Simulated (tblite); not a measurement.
# Geometry relaxation of Si2H5O3 (charge −1) (part 1 of 2)

Si2H5O3, charge −1, SMILES [O-][SiH2]O[SiH2]O, computed with GFN2-xTB geometry optimisation, gas phase (tblite 0.8.0).

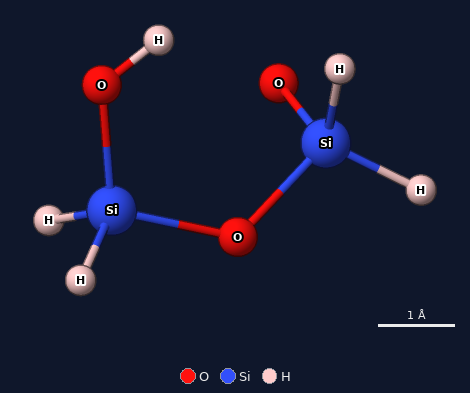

Fig. 1: The input geometry (ball-and-stick view, seen at a tilt).

## The input
```
{"job": {"kind": "relax", "xc": "GFN2-xTB", "basis": "xTB"}, "charge": -1, "multiplicity": 1}
O     -0.100819     0.131071     1.576472
Si    -1.359945    -0.897359     0.861621
O     -0.635289    -2.263154     0.025083
Si     0.977212    -2.226552    -0.731870
O      1.021159    -0.974237    -1.990770
H      0.834843    -0.067240     1.528614
H     -2.203596    -1.384007     1.929561
H     -2.112661    -0.146977    -0.046978
H      1.963939    -1.938093     0.264999
H      1.261507    -3.496585    -1.315690
```

The first line tells a small driver script what to run in tblite; the rest is the geometry in Å.

Run on 1 CPU thread, shared host.

Launched with:
```bash
OMP_NUM_THREADS=1 python <driver script> task.json out
```

## What the program printed
```
step      E/eV     max force
  0    -505.22375    7.996
  1    -506.84153    2.530
  2    -506.84112    6.709
  3    -507.09505    0.974
  4    -507.14076    0.821
  5    -507.24594    1.198
  6    -507.28079    0.745
  7    -507.31929    0.379
  8    -507.33406    0.504
  9    -507.35359    0.392
 10    -507.36205    0.227
 11    -507.36935    0.291
 12    -507.37727    0.385
 13    -507.38695    0.390
 14    -507.39283    0.184
 15    -507.39490    0.095
 16    -507.39603    0.110
 17    -507.39711    0.116
 18    -507.39826    0.107
 19    -507.39955    0.123
 20    -507.40080    0.112
 21    -507.40180    0.122
 22    -507.40246    0.070
 23    -507.40293    0.060
 24    -507.40352    0.069
 25    -507.40443    0.129
 26    -507.40553    0.144
 27    -507.40644    0.091
 28    -507.40700    0.057
 29    -507.40737    0.071
 30    -507.40777    0.087
 31    -507.40820    0.069
 32    -507.40858    0.044
 33    -507.40878    0.037
 34    -507.40891    0.041
 35    -507.40915    0.059
 36    -507.40944    0.066
 37    -507.40978    0.059
 38    -507.41007    0.056
 39    -507.41029    0.043
 40    -507.41051    0.065
 41    -507.41080    0.072
 42    -507.41116    0.067
 43    -507.41146    0.046
 44    -507.41165    0.038
 45    -507.41183    0.048
 46    -507.41212    0.074
 47    -507.41254    0.100
 48    -507.41304    0.091
 49    -507.41353    0.058
 50    -507.41404    0.108
 51    -507.41471    0.104
 52    -507.41607    0.136
 53    -507.41819    0.201
 54    -507.42041    0.212
 55    -507.42154    0.360
 56    -507.42423    0.429
 57    -507.42678    0.171
 58    -507.42460    0.679
 59    -507.43227    0.184
 60    -507.43542    0.102
 61    -507.43923    0.365
 62    -507.44350    0.180
 63    -507.44744    0.541
 64    -507.45189    0.213
 65    -507.45491    0.170
 66    -507.45639    0.604
 67    -507.46082    0.228
 68    -507.46761    0.155
 69    -507.47974    0.218
 70    -507.48309    0.881
 71    -507.49713    0.446
 72    -507.50878    0.313
 73    -507.52053    0.453
 74    -507.53852    0.376
 75    -507.57230    0.612
 76    -507.59273    0.644
 77    -507.59335    0.693
 78    -507.62716    0.529
 79    -507.64520    0.363
 80    -507.65395    0.404
 81    -507.66196    0.201
 82    -507.66635    0.182
 83    -507.67176    0.150
 84    -507.67566    0.157
 85    -507.67844    0.169
 86    -507.68052    0.130
 87    -507.68175    0.071
 88    -507.68224    0.039
 89    -507.68239    0.027
 90    -507.68252    0.031
 91    -507.68266    0.034
 92    -507.68280    0.029
 93    -507.68290    0.044
 94    -507.68297    0.053
 95    -507.68303    0.050
 96    -507.68310    0.041
 97    -507.68317    0.030
 98    -507.68325    0.028
 99    -507.68331    0.024
100    -507.68336    0.016
101    -507.68339    0.012
102    -507.68342    0.013
103    -507.68344    0.015
104    -507.68346    0.012
105    -507.68347    0.010
106    -507.68349    0.008
```

## Trajectory as extended XYZ (Å, eV, eV/Å), 28 frames, from step=0 to step=106
```
10
Properties=species:S:1:pos:R:3:forces:R:3 step=0 energy=-505.22375
O    -0.1008    0.1311    1.5765   -1.8610  -1.0510  -0.4490
Si   -1.3599   -0.8974    0.8616    4.6150  -2.2310  -0.7530
O    -0.6353   -2.2632    0.0251   -0.3820   2.6520   1.7180
Si    0.9772   -2.2266   -0.7319   -1.2850   5.9090  -5.2320
O     1.0212   -0.9742   -1.9908   -0.1560  -4.5520   4.5930
H     0.8348   -0.0672    1.5286   -0.4870  -0.3400  -0.4440
H    -2.2036   -1.3840    1.9296   -0.0040  -0.2510   0.4040
H    -2.1127   -0.1470   -0.0470   -0.5990   0.8840  -0.8320
H     1.9639   -1.9381    0.2650    0.4000  -0.0140   0.9540
H     1.2615   -3.4966   -1.3157   -0.2400  -1.0070   0.0420
10
Properties=species:S:1:pos:R:3:forces:R:3 step=4 energy=-507.14076
O    -0.1526    0.0843    1.5589   -0.2690  -0.1770   0.0690
Si   -1.2427   -0.9415    0.8386   -0.0080   0.0400  -0.1430
O    -0.6151   -2.1799    0.0685    0.7800   0.2550  -0.0200
Si    0.9523   -2.1227   -0.8215   -0.0210   0.2690  -0.1390
O     1.0114   -1.0497   -1.9113   -0.1470  -0.0980   0.1630
H     0.7915   -0.0802    1.5080   -0.4400  -0.1920  -0.2970
H    -2.1826   -1.3904    1.9279    0.5090  -0.0660  -0.2300
H    -2.1110   -0.1306   -0.0548    0.3110  -0.0050   0.1550
H     1.9585   -1.9417    0.2864   -0.2380  -0.0620   0.1120
H     1.2365   -3.5108   -1.2997   -0.4770   0.0370   0.3290
10
Properties=species:S:1:pos:R:3:forces:R:3 step=8 energy=-507.33406
O    -0.2040    0.0752    1.5971   -0.0600  -0.1420  -0.0460
Si   -1.2301   -0.9542    0.8031    0.2790   0.3480   0.2330
O    -0.4868   -2.1373    0.0764   -0.2460  -0.1530   0.0870
Si    0.9651   -2.0935   -0.8239    0.1890   0.1690  -0.1880
O     0.9865   -1.0288   -1.9211    0.0690  -0.0110   0.0080
H     0.7166   -0.1227    1.4383   -0.0680   0.0260  -0.1230
H    -2.0871   -1.4246    1.8918   -0.0460  -0.3490   0.0830
H    -2.0617   -0.1154   -0.0480   -0.0350   0.1080  -0.2330
H     1.9202   -1.9516    0.3156    0.1530   0.0530   0.0660
H     1.1275   -3.5103   -1.2283   -0.2370  -0.0490   0.1130
10
Properties=species:S:1:pos:R:3:forces:R:3 step=12 energy=-507.37727
O    -0.2087    0.0713    1.6172    0.1480   0.0990   0.0790
Si   -1.2202   -0.9347    0.8116   -0.3010  -0.2240  -0.0880
O    -0.4864   -2.1327    0.0915    0.0700   0.1510  -0.0900
Si    0.9812   -2.0730   -0.8297   -0.2020  -0.1010   0.2570
O     0.9992   -1.0143   -1.9309    0.1040  -0.0030   0.0310
H     0.6959   -0.1265    1.3922    0.1130   0.0910  -0.0410
H    -2.0603   -1.5014    1.8853    0.0030  -0.0690  -0.1000
H    -2.0417   -0.0982   -0.0810    0.0930  -0.0620   0.0660
H     1.9400   -1.9408    0.3283    0.0370   0.0600  -0.1450
H     1.0472   -3.5130   -1.1834   -0.0650   0.0570   0.0310
10
Properties=species:S:1:pos:R:3:forces:R:3 step=16 energy=-507.39603
O    -0.1994    0.0652    1.6238   -0.0370  -0.0390   0.0060
Si   -1.2361   -0.9354    0.8208    0.1020   0.0310   0.0270
O    -0.4910   -2.1124    0.0866   -0.0130  -0.0390  -0.0350
Si    0.9648   -2.0686   -0.8091    0.0790  -0.0070  -0.0460
O     1.0251   -1.0187   -1.9193    0.0230  -0.0040   0.0350
H     0.7032   -0.1086    1.3645   -0.0100   0.0560  -0.0380
H    -2.0567   -1.5554    1.8705   -0.0590   0.0070  -0.0180
H    -2.0229   -0.0981   -0.0901   -0.0400   0.0110   0.0690
H     1.9605   -1.9242    0.3110   -0.0160   0.0080  -0.0240
H     0.9988   -3.5070   -1.1577   -0.0280  -0.0240   0.0250
10
Properties=species:S:1:pos:R:3:forces:R:3 step=20 energy=-507.40080
O    -0.1971    0.0580    1.6329    0.0290  -0.0240   0.0350
Si   -1.2254   -0.9406    0.8247   -0.1020  -0.0400  -0.0220
O    -0.4924   -2.1142    0.0731    0.0110   0.0220   0.0200
Si    0.9744   -2.0746   -0.8103   -0.0710  -0.0040  -0.0190
O     1.0415   -1.0170   -1.9108    0.0300   0.0370  -0.0740
H     0.7027   -0.0832    1.3458   -0.0040   0.0520  -0.0250
H    -2.0718   -1.5640    1.8572    0.0310   0.0220  -0.0210
H    -2.0287   -0.0958   -0.0674   -0.0050   0.0120   0.0400
H     1.9637   -1.9174    0.3003    0.0560  -0.0260   0.0800
H     0.9796   -3.5143   -1.1445    0.0260  -0.0500  -0.0140
10
Properties=species:S:1:pos:R:3:forces:R:3 step=24 energy=-507.40352
O    -0.1958    0.0456    1.6427   -0.0300  -0.0370   0.0110
Si   -1.2289   -0.9455    0.8255    0.0420   0.0480   0.0200
O    -0.4917   -2.1119    0.0677   -0.0100   0.0170  -0.0150
Si    0.9744   -2.0762   -0.8153    0.0590   0.0030   0.0080
O     1.0546   -1.0158   -1.9151   -0.0010  -0.0660   0.0200
H     0.7006   -0.0593    1.3302   -0.0210   0.0230  -0.0300
H    -2.0772   -1.5650    1.8502   -0.0060  -0.0330   0.0520
H    -2.0360   -0.0900   -0.0486   -0.0190   0.0340  -0.0240
H     1.9702   -1.9210    0.3046   -0.0400  -0.0420  -0.0290
H     0.9762   -3.5241   -1.1409    0.0260   0.0520  -0.0130
10
Properties=species:S:1:pos:R:3:forces:R:3 step=28 energy=-507.40700
O    -0.1949    0.0205    1.6647   -0.0150   0.0480   0.0190
Si   -1.2346   -0.9458    0.8290    0.0060   0.0050   0.0230
O    -0.4915   -2.0984    0.0559   -0.0400   0.0160  -0.0360
Si    0.9845   -2.0798   -0.8144   -0.0140  -0.0340  -0.0190
O     1.0747   -1.0306   -1.9231    0.0130   0.0070   0.0080
H     0.6864   -0.0161    1.2979   -0.0380  -0.0010  -0.0120
H    -2.0802   -1.5757    1.8549    0.0320   0.0020  -0.0050
H    -2.0496   -0.0709   -0.0288    0.0420  -0.0340   0.0170
H     1.9700   -1.9420    0.3070    0.0090  -0.0010   0.0230
H     0.9816   -3.5244   -1.1421    0.0050  -0.0090  -0.0180
10
Properties=species:S:1:pos:R:3:forces:R:3 step=32 energy=-507.40858
O    -0.1975    0.0191    1.6786   -0.0050   0.0160  -0.0150
Si   -1.2335   -0.9452    0.8361    0.0000  -0.0240  -0.0090
O    -0.4985   -2.0878    0.0412    0.0150  -0.0050  -0.0150
Si    0.9870   -2.0860   -0.8163   -0.0130   0.0290   0.0230
O     1.0886   -1.0361   -1.9235    0.0210   0.0120   0.0000
H     0.6695    0.0050    1.2788    0.0130   0.0230   0.0170
H    -2.0742   -1.5845    1.8560    0.0090  -0.0110   0.0310
H    -2.0461   -0.0684   -0.0166   -0.0070   0.0090  -0.0120
H     1.9706   -1.9512    0.3111   -0.0270  -0.0090  -0.0020
H     0.9803   -3.5281   -1.1445   -0.0060  -0.0400  -0.0180
10
Properties=species:S:1:pos:R:3:forces:R:3 step=36 energy=-507.40944
O    -0.2017    0.0224    1.6791    0.0060  -0.0050  -0.0200
Si   -1.2339   -0.9479    0.8380   -0.0170   0.0050  -0.0090
O    -0.5020   -2.0844    0.0310   -0.0120  -0.0050   0.0210
Si    0.9867   -2.0879   -0.8170    0.0170  -0.0490  -0.0410
O     1.0997   -1.0375   -1.9228    0.0150   0.0080   0.0100
H     0.6648    0.0213    1.2777    0.0010   0.0170   0.0140
H    -2.0675   -1.5870    1.8673    0.0330   0.0020  -0.0140
H    -2.0469   -0.0670   -0.0131   -0.0090  -0.0190   0.0090
H     1.9622   -1.9605    0.3150   -0.0090  -0.0060   0.0170
H     0.9850   -3.5348   -1.1542   -0.0240   0.0510   0.0120
10
Properties=species:S:1:pos:R:3:forces:R:3 step=40 energy=-507.41051
O    -0.2067    0.0243    1.6784    0.0110   0.0110   0.0050
Si   -1.2341   -0.9514    0.8381    0.0270   0.0100  -0.0060
O    -0.5043   -2.0802    0.0198   -0.0010  -0.0100  -0.0080
Si    0.9901   -2.0944   -0.8229   -0.0140   0.0470   0.0440
O     1.1230   -1.0358   -1.9189    0.0060  -0.0130  -0.0010
H     0.6565    0.0511    1.2715   -0.0030  -0.0020  -0.0020
H    -2.0495   -1.5991    1.8755    0.0090   0.0070  -0.0150
H    -2.0502   -0.0675   -0.0053   -0.0390  -0.0210  -0.0010
H     1.9500   -1.9732    0.3227    0.0130  -0.0230   0.0050
H     0.9717   -3.5370   -1.1579   -0.0110  -0.0040  -0.0210
10
Properties=species:S:1:pos:R:3:forces:R:3 step=44 energy=-507.41165
O    -0.2087    0.0273    1.6806   -0.0200   0.0070  -0.0070
Si   -1.2299   -0.9521    0.8374   -0.0010   0.0120   0.0110
O    -0.5113   -2.0752    0.0024    0.0150   0.0320  -0.0040
Si    0.9922   -2.0967   -0.8204    0.0160  -0.0170  -0.0140
O     1.1559   -1.0396   -1.9141   -0.0110   0.0150   0.0290
H     0.6453    0.0937    1.2612    0.0270  -0.0120  -0.0240
H    -2.0249   -1.6090    1.8818   -0.0180  -0.0050   0.0170
H    -2.0694   -0.0752    0.0086   -0.0180  -0.0130  -0.0070
H     1.9396   -2.0002    0.3356    0.0160  -0.0140   0.0100
H     0.9577   -3.5361   -1.1721   -0.0050  -0.0050  -0.0100
10
Properties=species:S:1:pos:R:3:forces:R:3 step=48 energy=-507.41304
O    -0.2128    0.0475    1.6673    0.0760   0.0270  -0.0320
Si   -1.2272   -0.9478    0.8378   -0.0820  -0.0390  -0.0030
O    -0.5114   -2.0636   -0.0088    0.0030   0.0080   0.0450
Si    0.9965   -2.1011   -0.8172    0.0120  -0.0240   0.0080
O     1.1736   -1.0310   -1.8952    0.0320   0.0460  -0.0070
H     0.6492    0.1080    1.2589   -0.0690  -0.0220  -0.0050
H    -2.0047   -1.6132    1.8952    0.0120   0.0230  -0.0170
H    -2.0948   -0.0984    0.0067    0.0090  -0.0010   0.0270
H     1.9352   -2.0292    0.3511    0.0010  -0.0270  -0.0280
H     0.9430   -3.5344   -1.1948    0.0050   0.0100   0.0120
```
